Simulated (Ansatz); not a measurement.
**BCl (SMILES [B]Cl): levels of theory compared**

Aim: a comparison of 5 runs (HF/STO-3G, SVWN5/STO-3G, r2SCAN0/STO-3G, wB97M-V/STO-3G, CCSDT/STO-3G) of BCl. 

The results are computed with Ansatz 0.2.0.

40 further runs of the same task are left out: 1 that didn't finish, 39 set aside as unsound or not needed.

### 1 The system as given

BCl has 2 atoms, charge 0, and is taken as a singlet. As SMILES, `[B]Cl`. The Cl2–B1 distance was set to 4.295 Å, away from the relaxed value.

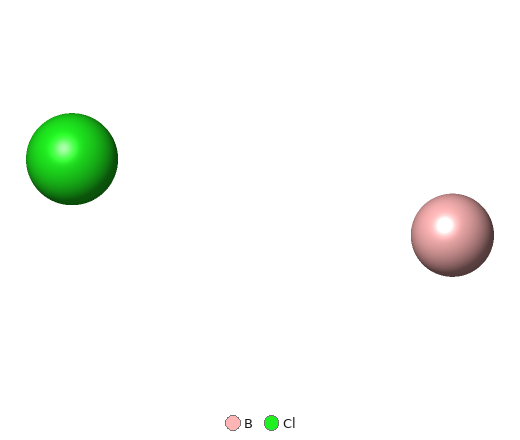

The structure, seen from a chosen angle (boron pink, chlorine green).

### 2 The energy at HF/STO-3G (run 1)

File in.yaml:

```yaml
basis:
  gaussian:
    orbitals: STO-3G
crystal:
  periodic: [false, false, false]
  atoms:
    - {symbol: B, position_ang: [-0.000000, -0.000000, -2.646410]}
    - {symbol: Cl, position_ang: [0.000000, 0.000000, 1.648190]}
hamiltonian:
  xc: hf
accuracy: high
```

On the command line:

```console
$ ansatz run in.yaml --threads 1 --pin off --max-ram 3480MiB --events-out events.jsonl --progress --plain --runs-dir runs
```

What it wrote:

```text
Warning: RAYON_NUM_THREADS=1 ignored (pool sized by the plan → 1); use --threads N
Functional definition: HF
  name "HF"
  exchange = exact_x
  correlation = 0
200 factors; integrals over basis functions are off by at most 3.6e-9 eV
mean field evaluation 1: about -13022.0669 eV, gradient 1.7e0 eV
mean field evaluation 2: about -13022.0685 eV, gradient 1.7e0 eV
mean field evaluation 4: about -12854.4165 eV, gradient 1.7e2 eV
mean field evaluation 8: about -13022.8131 eV, gradient 7.5e-2 eV
mean field evaluation 16: about -13022.2187 eV, gradient 2.5e0 eV
mean field evaluation 32: about -13022.7310 eV, gradient 9.0e-1 eV
mean field -13022.81318176 eV, -478.5795572498 hartree, gradient 2.1e-8 eV, S^2 0.000000; 1 other end points of the search recorded, 0 dependent functions left out
reference -13022.81318176 eV, -478.5795572498 hartree; 11, 11 occupied and 3, 3 virtual orbitals, 200 factors
Total energy: -13022.81318176 eV, -478.5795572498 hartree
```

It took 0.08 s on 1 thread of Intel Xeon Platinum 8488C (Sapphire Rapids), shared host.

### 3 The energy at SVWN5/STO-3G (run 2)

File molecule.yaml:

```yaml
crystal:
  periodic: [false, false, false]
  atoms:
    - {symbol: B, position_ang: [-0.000000, -0.000000, -2.646410]}
    - {symbol: Cl, position_ang: [0.000000, 0.000000, 1.648190]}
basis:
  gaussian: {orbitals: STO-3G}
magnetization: {spin_polarized: false, initial_magnetization: 0}
hamiltonian: {xc: {name: SVWN5}}
accuracy: high
```

On the command line:

```console
$ ansatz run molecule.yaml --threads 1 --pin off --max-ram 3480MiB --events-out events.jsonl --progress --plain --runs-dir runs
```

What it wrote:

```text
Warning: RAYON_NUM_THREADS=1 ignored (pool sized by the plan → 1); use --threads N
Functional definition: SVWN5
  name "SVWN5"
  exchange = slater_x
  correlation = vwn5_c
200 factors; integrals over basis functions are off by at most 3.6e-9 eV
mean field evaluation 1: about -12991.3046 eV, gradient 1.9e0 eV
mean field evaluation 2: about -12692.5758 eV, gradient 2.6e1 eV
mean field evaluation 4: about -12692.6646 eV, gradient 2.5e1 eV
mean field evaluation 8: about -12995.5338 eV, gradient 1.5e0 eV
mean field evaluation 16: about -12995.5716 eV, gradient 4.4e-8 eV
mean field evaluation 32: about -12891.8777 eV, gradient 8.8e1 eV
mean field evaluation 64: about -12995.5043 eV, gradient 6.3e-1 eV
mean field -12995.57158212 eV, -477.5784469282 hartree, gradient 4.2e-8 eV, S^2 0.000000; 2 other end points of the search recorded, 0 dependent functions left out
reference -12995.57158391 eV, -477.5784469938 hartree; 11, 11 occupied and 3, 3 virtual orbitals, 200 factors
Total energy: -12995.57158391 eV, -477.5784469938 hartree
```

Run time: 0.36 s. Hardware: 1 thread of Intel Xeon Platinum 8488C (Sapphire Rapids), shared host.

Runs 3 to 4 aren't shown in full; the table further down has their settings and results.

### 4 A single-point energy at CCSDT/STO-3G (run 5)

File molecule.yaml:

```yaml
basis:
  gaussian:
    orbitals: STO-3G
crystal:
  periodic: [false, false, false]
  atoms:
    - {symbol: B, position_ang: [-0.000000, -0.000000, -2.646410]}
    - {symbol: Cl, position_ang: [0.000000, 0.000000, 1.648190]}
correlation:
  method: ccsdt
  frozen_orbitals: {B: 1, Cl: 5}
accuracy: high
scf:
  omitted_lower_state_checks: [cluster_reference, increment]
```

On the command line:

```console
$ ansatz run molecule.yaml --threads 1 --pin off --max-ram 3480MiB --events-out events.jsonl --progress --plain --runs-dir runs
```

What it wrote:

```text
Warning: RAYON_NUM_THREADS=1 ignored (pool sized by the plan → 1); use --threads N
[... 13 lines left out ...]
6 core orbitals not correlated: weight in the atoms' cores, before any rotation towards them, 1.000 or more for the frozen orbitals, at most 0.000 for the correlated occupied ones
[... 82 lines left out ...]
WARN: these amplitudes may be one of several solutions (largest doubles amplitude 1.60, level shift 17.40 eV)
Total energy: -13026.95700359 eV, -478.7318398934 hartree
Checks for a lower state left out: cluster_reference, increment
```

Wall time 0.3 s (1 thread of Intel Xeon Platinum 8488C (Sapphire Rapids), shared host).

### 5 The series

```csv
run,level,frozen core orbitals,energy (Eh),wall time
1,HF/STO-3G,–,-478.579557,0.08 s
2,SVWN5/STO-3G,–,-477.578447,0.36 s
3,r2SCAN0/STO-3G,–,-479.365482,1.3 s
4,wB97M-V/STO-3G,–,-479.413942,3.9 s
5,CCSDT/STO-3G,6,-478.731840,0.3 s
```

### 6 Results

| quantity | value |
| --- | --- |
| run 5: total energy | -478.73184 Eh |
| run 5: correlation energy (6 core orbitals frozen) | -152.3 mEh |
| run 5: T1 diagnostic | 0.267 |

What this shows: Totals of different functionals can't be ranked against each other. In run 5 the log says that unrestricted orbitals would lower the reference, so the values rest on an unstable closed-shell determinant (other closed-shell runs at this shape may share the fault). In runs 1, 2, 3, 4, 5 the basis is minimal, so the values are rough. All runs together took 6 s, the longest 3.9 s.
